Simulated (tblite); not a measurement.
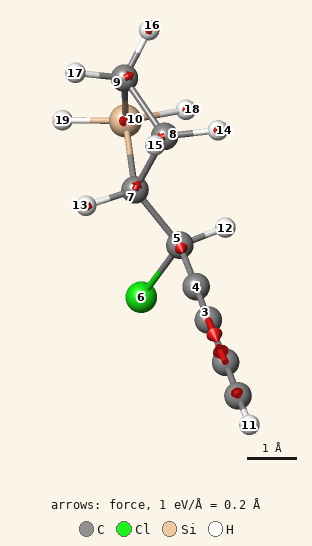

Starting geometry of C8H9ClSi with the computed forces as red arrows. A ball-and-stick model, seen from a free direction.

The calculation used GFN2-xTB geometry optimisation, gas phase (tblite 0.8.0). 

Is this structure relaxed? If not, where do the atoms go?

Answer. It isn't relaxed: the largest force vector, on a C atom, is 4.03 eV/Å. The final displacements have little in common with the starting forces (cosine between the two patterns 0.19). The atom that moves furthest after the best rigid fit is an H atom (0.53 Å). Largest moves by element: H 0.53 Å, Cl 0.39 Å, Si 0.22 Å, C 0.20 Å. Near-neighbour distances that change, for instance: C–C 1.527 → 1.358 Å, C–C 1.584 → 1.545 Å, C–C 1.472 → 1.435 Å, C–Si 1.887 → 1.914 Å. Among the angles between lasting bonds that change: C–C–H 114.2° → 108.2°, H–Si–H 117.5° → 112.2°, C–C–Si 86.8° → 91.2°. Over 73 geometry steps the energy falls by 0.784 eV. Cost: 0.64 s on 1 thread of Arm Neoverse V2 (shared host).
